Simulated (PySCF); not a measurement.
# PtNBr: singlet, from a bent start

Aim: relax PtNBr as a singlet from a bent start, check by its vibrations whether the end is a minimum, and collect its spectrum and constants.

Computed with PySCF 2.14.0. Level: PBE0, basis Pt def2-TZVP with ECP60, N def2-TZVP, Br def2-TZVP, scalar-relativistic core potentials, no spin–orbit coupling, density fitting.

### 1 The system as given

3 atoms, charge 0, spin multiplicity 1.

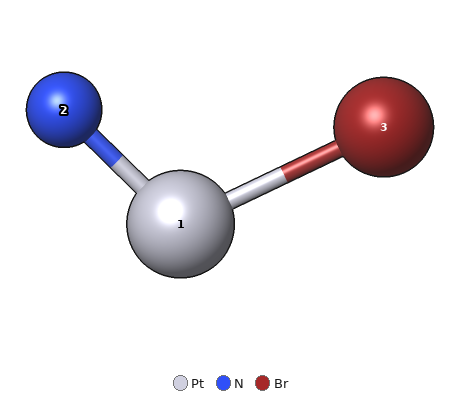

Start geometry, drawn with platinum light grey, nitrogen blue, bromine red; atoms are numbered from 1 in the order of the file.

Z-matrix (Å, degrees; charge 0 multiplicity 1):
```
Pt
N  1 1.7200
Br 1 2.3700 2 110.00
```

### 2 Relaxation: bent start, singlet

The steps below are one call of a driver around PySCF. For each, scf.py gives the equivalent set-up of the SCF; relaxations use the driver's own optimiser. Before each start the driver seeks the lowest SCF state from one or more starting densities and follows internal instabilities, so scf.py alone need not reach the same state.

The program finds Cs symmetry in the start, which this walk keeps. Threshold on the gradient: 0.0003 Eh/bohr, with a further test on the energy change.

scf.py reads:

```python
from pyscf import gto, scf, dft
mol = gto.M(atom='''
Pt    -0.463666     0.000000    -0.420642
N     -1.872566     0.000000     0.565958
Br     1.477734     0.000000     0.938758''',
    basis={'Pt': 'def2-TZVP', 'N': 'def2-TZVP', 'Br': 'def2-TZVP'},
    ecp={'Pt': 'def2-TZVP'},
    charge=0, spin=0)
mf = dft.RKS(mol, xc='PBE0')
mf.grids.atom_grid = (50, 194)
aux = {'Pt': 'def2-universal-JKFIT', 'N': 'def2-universal-JKFIT', 'Br': 'def2-universal-JKFIT'}
mf = mf.density_fit(auxbasis=aux)
mf.kernel()
```

After this run come: Hessian and properties.

**Question.** What will these runs give? Wanted: minimum; geometry; wavenumbers; dipole moment; highest occupied, lowest empty level; polar-tensor charge of Pt1; zero-point energy; atomisation energy.

As calculated:

| quantity | value |
| --- | --- |
| minimum | singlet, C∞v |
| geometry | Pt–Br 2.329 Å, Pt–N 1.671 Å; Br–Pt–N 180.0° |
| wavenumbers (cm⁻¹) | 56 (π), 280 (σ+), 1085 (σ+) |
| dipole moment | 0.19 D |
| highest occupied, lowest empty level | -7.93, -4.62 eV |
| polar-tensor charge of Pt1 | +0.57 e |
| zero-point energy | 8.8 kJ/mol |
| entropy at 298.15 K | 303.1 J/(mol K) |
| atomisation energy (no zero-point energy) | 621 kJ/mol |

What this shows: The bent start (Cs) ends in a minimum of C∞v symmetry. In the infrared the band at 280 cm⁻¹ (σ+, stretch) leads. Other starts or spin states, not run here, may lie lower. Take wavenumbers under 90 cm⁻¹ as rough. Spin–orbit coupling, left out here, can matter for elements this heavy.
